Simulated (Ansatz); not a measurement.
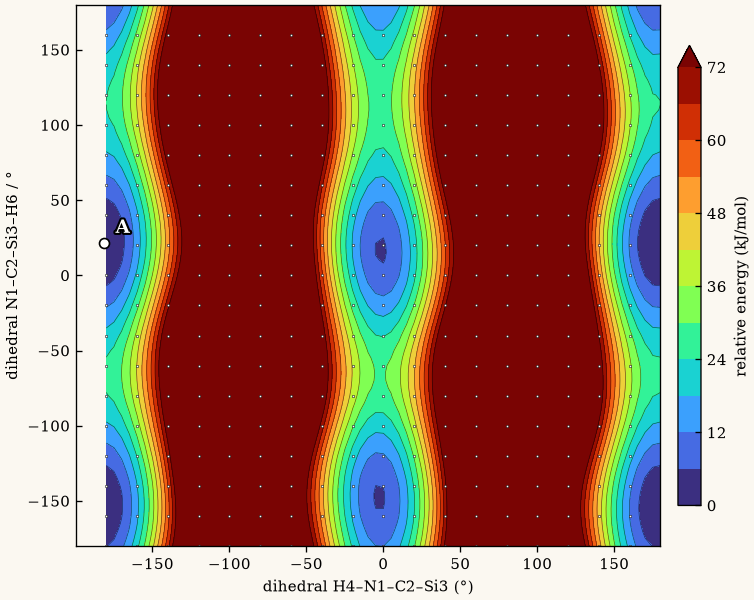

CH4NSi, SMILES N=C[SiH2], spin multiplicity 2. 
- Coordinates scanned: (1) dihedral H4–N1–C2–Si3; (2) dihedral N1–C2–Si3–H6.
- Nothing is relaxed (all other coordinates rigid).
- The scan uses an 18 × 18 grid.
- Points are written as (first, second).
- Energies are in kJ/mol, from the relaxed molecule at the same level.
- In part of the range the unrestricted reference is strongly spin-contaminated.
- Method: Ansatz 0.2.0, UKS r2SCAN-D4/def2-SVP.

The picture shows filled contours, dots at the grid points, one colour for all values above the top of the scale, the well A. Between grid points the surface is interpolated.

> Where is the minimum, and how stiff is the well along each coordinate? Take the well at A.

The interpolated minimum is at dihedral H4–N1–C2–Si3 ≈ −182°, dihedral N1–C2–Si3–H6 ≈ 22°. The curvatures there are about 2.3 eV/rad² and 0.53 eV/rad², with a cross term of about −0.03 eV/rad². Round the minimum the two coordinates are nearly uncoupled. (1 eV is 96.5 kJ/mol.)
